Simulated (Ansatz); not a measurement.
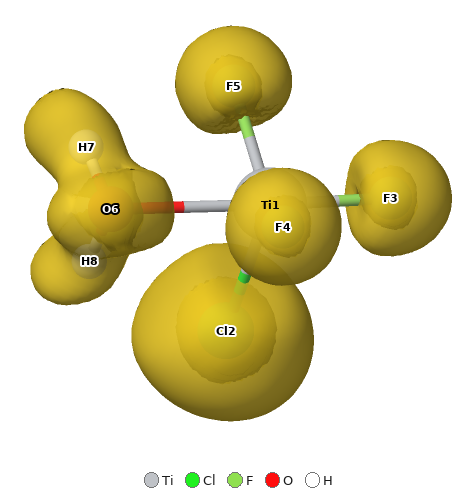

ClF$_{3}$H$_{2}$OTi. Isosurface of the electron localisation function at 0.75 (yellow), seen at a tilt. Only the valence region is drawn (cores and ρ < 0.01 e/Å³ removed).

All numbers below come from Ansatz, RKS LDA/def2-SVP.

Input file:

```
crystal:
  periodic: [false, false, false]
  atoms:
    - { symbol: Ti, position_ang: [0.210373, 0.102348, -0.035492] }
    - { symbol: Cl, position_ang: [0.282454, 0.052667, 2.280792] }
    - { symbol: F, position_ang: [1.820739, -0.114918, -0.563194] }
    - { symbol: F, position_ang: [-0.279883, 1.597645, -0.702375] }
    - { symbol: F, position_ang: [-0.677672, -1.228112, -0.67824] }
    - { symbol: O, position_ang: [-2.717952, -0.007363, 0.967343] }
    - { symbol: H, position_ang: [-2.646061, -0.887847, 0.538079] }
    - { symbol: H, position_ang: [-2.237898, -0.14412, 1.825787] }
basis:
  gaussian: { orbitals: def2-SVP }
hamiltonian:
  xc: lda
relax:
  f_tol: 0.03
  max_steps: 50
output:
  orbitals: {}
```

Launched as:

```sh
ansatz run input.yaml --threads 4 --pin off --max-ram 5120MiB --backend cpu --events-out ev --progress --plain --runs-dir out
```

The fields are those of the run's last geometry, not of the input's.

Question: Identify the bonds, lone pairs and shells in this picture.

Answer: The surface consists of one region wrapped around Cl (its valence shell), three regions wrapped around F (the valence shell of each) and one joined region spread over several atoms (H, O), in which their bonds and any lone pairs are merged. Profiles from the grid: Ti–F (1.72 Å): the ELF peaks at about 0.80 in the valence shell of F, 0.5 Å from its nucleus, and drops to about 0.20 between the two atoms. Ti–O (2.21 Å): the ELF peaks at about 0.90 in the valence shell of O, 0.7 Å from its nucleus, and is about 0.15 at the midpoint.
